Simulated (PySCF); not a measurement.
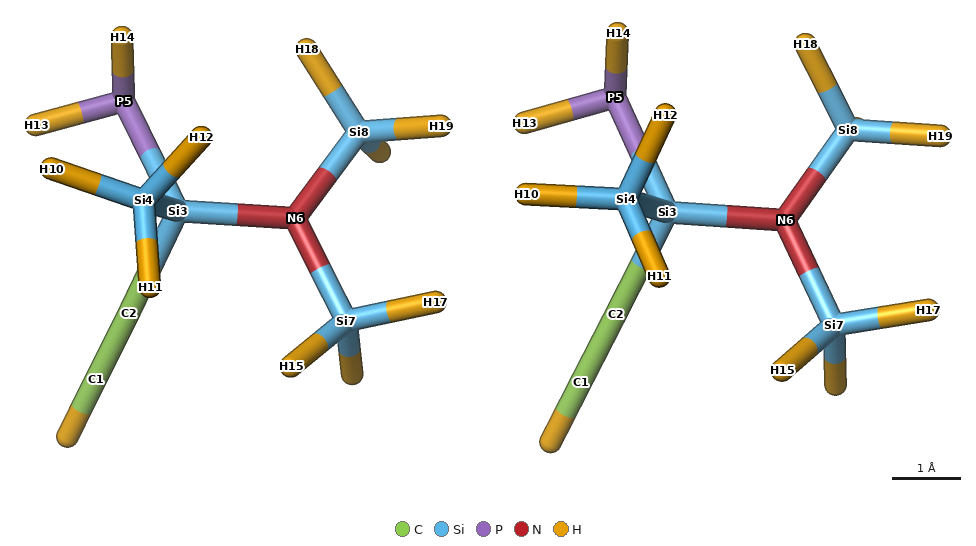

Two geometries of C2H12NPSi4, drawn at one scale. One is the start of a relaxation, the other its converged end. A stick model, seen at a tilt.

These are results of PBE0-D3(BJ)/def2-SVP geometry optimisation, gas phase in PySCF 2.14.0, density-fitted response routines, not measurements. 

### Which of the two is the end point?

The right one is the relaxed one. The start comes from GFN2-xTB. The largest move after the best rigid fit is that of an H atom, 0.56 Å. By element the largest moves are H 0.56 Å, Si 0.12 Å, C 0.10 Å, P 0.07 Å, N 0.05 Å. Among the contacts that change: H–P 1.383 → 1.429 Å, H–Si 1.462 → 1.493 Å, C–Si 1.863 → 1.838 Å, C–H 1.053 → 1.076 Å. Bond angles that change, for instance: Si–Si–H 113.3° → 108.4°, Si–Si–P 116.4° → 112.3°, C–Si–P 102.0° → 105.7°. The energy falls by 6.08 kcal/mol in 11 geometry steps.
